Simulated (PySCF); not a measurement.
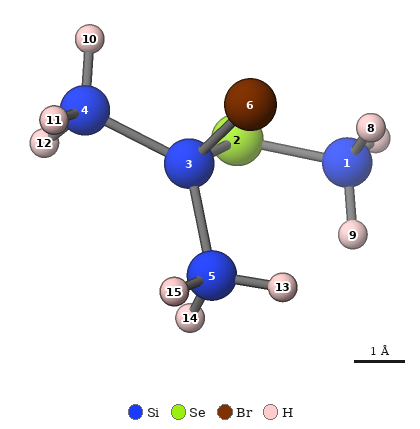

*The structure as given in the input (ball-and-stick view, seen at a tilt; atoms are numbered from 1 in the order of the input).*

Bond lengths as drawn: Br–Si 2.29 Å, H–Si 1.45 to 1.47 Å, Se–Si 2.27 to 2.37 Å and Si–Si 2.36 Å.

Excited-state calculation of Si4H9SeBr

The run: excited-state calculation of Si4H9SeBr. Method and program: TDDFT CAM-B3LYP/def2-SVPD, vertical, gas phase, core orbitals frozen in the response (PySCF 2.14.0).

The geometry comes from this level: GFN2-xTB. It belongs to a series of runs on one base structure; here: H on Si replaced by Br.

Output:
```
coarse grid: 62560 points
cycle   1  E = -6138.4100537031  dE = -1.960e+00  |g| = 3.862e-01  |ddm| = 4.566e+00
cycle   2  E = -6138.4240643228  dE = -1.401e-02  |g| = 3.361e-01  |ddm| = 1.384e+00
cycle   3  E = -6138.4632853285  dE = -3.922e-02  |g| = 7.562e-02  |ddm| = 7.881e-01
cycle   4  E = -6138.4645873028  dE = -1.302e-03  |g| = 1.315e-02  |ddm| = 1.262e-01
cycle   5  E = -6138.4646543078  dE = -6.700e-05  |g| = 3.642e-03  |ddm| = 5.348e-02
cycle   6  E = -6138.4646594864  dE = -5.179e-06  |g| = 9.684e-04  |ddm| = 9.477e-03
final grid: 122200 points
cycle   7  E = -6138.4647107699  dE = -2.823e-07  |g| = 8.915e-04  |ddm| = 5.014e-03
cycle   8  E = -6138.4647107998  dE = -2.982e-08  |g| = 8.940e-04  |ddm| = 3.089e-03
cycle   9  E = -6138.4647110183  dE = -2.185e-07  |g| = 5.361e-05  |ddm| = 1.519e-03
cycle  10  E = -6138.4647110200  dE = -1.666e-09  |g| = 3.003e-05  |ddm| = 1.682e-04
cycle  11  E = -6138.4647110205  dE = -5.839e-10  |g| = 6.217e-06  |ddm| = 1.294e-04
```

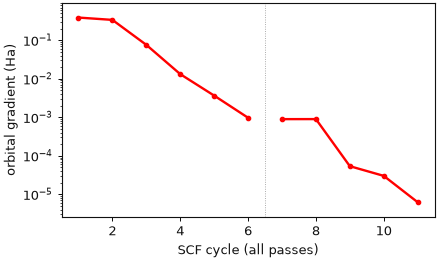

*Convergence of the self-consistent field: orbital gradient against the SCF cycle. The dotted line marks the change from a coarse to the final integration grid.*

The first 6 cycles use a coarse grid, the final grid takes over at cycle 7, and the field converges after 11 cycles in all.

```
converged SCF energy = -6138.4647110205

Static polarisability (au): isotropic 167.779, principal 151.528 161.993 189.816

Singlet excitations
state   eV       nm        f      main configurations
  1   4.7803    259.4   0.00732   H->L 0.53, H->L+2 0.26, H->L+1 0.15
  2   4.8991    253.1   0.01056   H->L+1 0.57, H->L 0.31
  3   5.2615    235.6   0.00712   H->L+2 0.45, H->L+1 0.20, H->L+3 0.15
  4   5.5424    223.7   0.00659   H-1->L 0.65, H-1->L+1 0.12, H-2->L 0.09
  5   5.7258    216.5   0.00534   H-2->L 0.63, H-2->L+1 0.15, H-1->L 0.09
  6   5.9003    210.1   0.04173   H-1->L+1 0.45, H->L+3 0.12, H-2->L+1 0.10
  7   5.9320    209.0   0.01057   H->L+4 0.34, H-1->L+1 0.21, H->L+3 0.15
  8   6.1715    200.9   0.01730   H->L+4 0.31, H->L+3 0.23, H->L+5 0.09

Triplet excitations (Tamm-Dancoff, eV): 4.3953 4.5958 4.9391
```

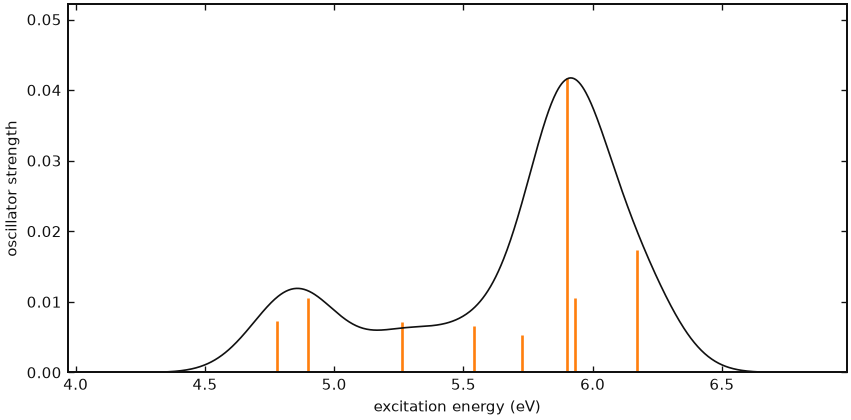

*Computed excitations as sticks (degenerate states added up, dark ones marked on the axis), with a Gaussian envelope of 0.35 eV full width at half maximum, scaled to the tallest.*

Of the 8 states the lowest lies at 4.78 eV (f = 0.007); the strongest line is at 5.90 eV, or 210 nm (f = 0.042).

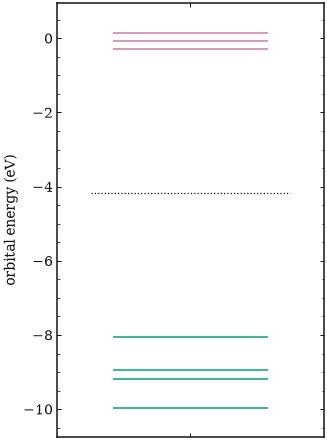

*Orbital energies near the frontier; the dotted line parts filled from empty levels, and levels within 0.02 eV of each other stand side by side.*

Highest filled −8.04 eV, lowest empty −0.30 eV, 7.74 eV apart.

This output came from the following input.

The input:
```
{"job": {"kind": "uv", "xc": "CAM-B3LYP", "basis": "def2-SVPD", "nstates": 8, "ntriplets": 3}, "charge": 0, "multiplicity": 1}
Si     2.865281    -0.448682    -0.709842
Se     0.988343     0.639273    -1.373053
Si    -0.535159     0.412960     0.429615
Si    -2.173368     2.051785     0.000049
Si    -0.861010    -1.883358     0.845951
Br     0.588894     1.153193     2.283928
H      3.821724    -0.121592    -1.751422
H      3.230202     0.053682     0.605680
H      2.531098    -1.869975    -0.664823
H     -1.620754     3.400078    -0.115494
H     -3.109057     2.013241     1.125692
H     -2.880075     1.683991    -1.224758
H      0.338496    -2.531272     1.382284
H     -1.252374    -2.545500    -0.397471
H     -1.936653    -1.999835     1.829511
```

The first line tells a small driver script what to run in PySCF; the rest is the geometry in Å.

Run as:
```bash
OMP_NUM_THREADS=1 python <driver script> task.json out
```

Results in brief:

```csv
quantity,value
outcome,converged
total energy,−6138.464711 hartree
HOMO,−8.04 eV
LUMO,−0.30 eV
dipole moment,1.34 D
mean polarisability,167.78 a.u.
lowest singlet excitation,4.78 eV
hardware,"1 CPU thread, shared host"
wall time,2.7 min
peak memory,1.2 GiB
```

Remarks:

Spin–orbit coupling is left out, which matters for the heavy atoms.
